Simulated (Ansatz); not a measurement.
## A substitution series on Si: H to CH3

On one Si centre, n of the H ligands are replaced by CH3. The atomisation energy (no zero-point term) y in kJ/mol at CCSD(T)/CBS estimate. Shapes, held fixed at every level: PBE0-D4/def2-TZVP. Programs: Ansatz 0.2.0.

| molecule | n | y (kJ/mol) |
| --- | --- | --- |
| SiH4 | 0 | 1363 |
| SiH3(CH3) | 1 | 2634 |
| SiH2(CH3)2 | 2 | 3907 |
| SiH(CH3)3 | 3 | ? |
| Si(CH3)4 | 4 | 6457 |

**Question.** Fit y = c + s·n to the known rows and predict SiH(CH3)3.

**Answer.** 
1. Means of the 4 rows: n = 1.75000, y = 3590.2.
2. Σ(Δn)² = 8.75, Σ(Δn·Δy) = 11144, so the slope is 11144/8.75 = 1273.6.
3. Intercept: 3590.2 − (1273.6) × 1.75000 = 1361.4. The largest residual of the fit is 1.6.
4. SiH(CH3)3: 1361.4 + (1273.6) × 3 = 5182 kJ/mol.

The run gave 5181 kJ/mol, so the prediction is off by +1 kJ/mol, within the scatter of the fit. The steps are nearly additive. The slope is the difference between a Si–CH3 and a Si–H bond with the ligands’ own bonds. Other levels give for SiH(CH3)3: PBE-D4/def2-TZVPP 5212; PBE0-D4/def2-TZVPP 5182; CCSD(T)/def2-TZVPP 5074 kJ/mol. The CBS estimate extrapolates MP2 from def2-TZVPP and def2-QZVPP and adds CCSD(T) − MP2 in the triple-zeta set, cores frozen.

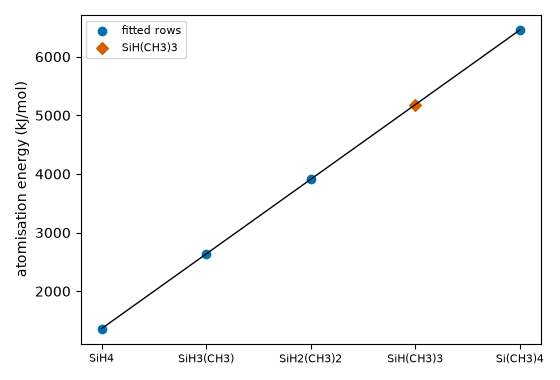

The fitted line, with the withheld member.
